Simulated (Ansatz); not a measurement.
```xyz
7

F    -1.3366    1.0687    0.6500
I    -1.7732   -1.8960    2.1389
N    -3.6822    1.5646    3.4603
N    -3.4685    1.0543    2.3470
Si   -1.7555    0.5421    2.1199
H    -4.6939    1.8235    3.5065
H    -0.8131    1.0893    3.1201
```

Geometry: B3LYP-D3(BJ)/def2-SVP; core potentials replace the inner electrons of I.

Level of theory: isolated molecule in a Gaussian basis; Kohn-Sham density functional theory, functional PBE0 (Ansatz).

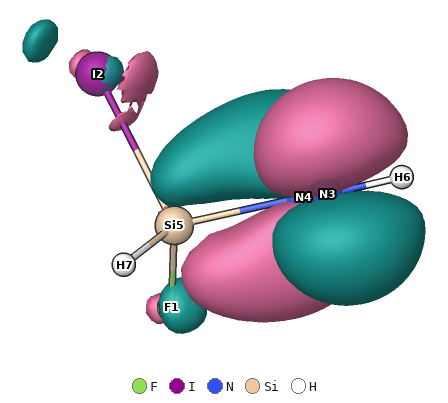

FH2IN2Si. The LUMO at ±0.1 Å⁻³ᐟ² (teal and pink are the two phases), seen at a tilt.

Q: Where does this orbital lie, and at what energy?

A: It lies mainly on N3 (about 40 %), N4 (about 35 %), Si5 (about 10 %) and I2 (about 5 %); π-antibonding (π*) across N3–N4. Its energy is −2.48 eV.
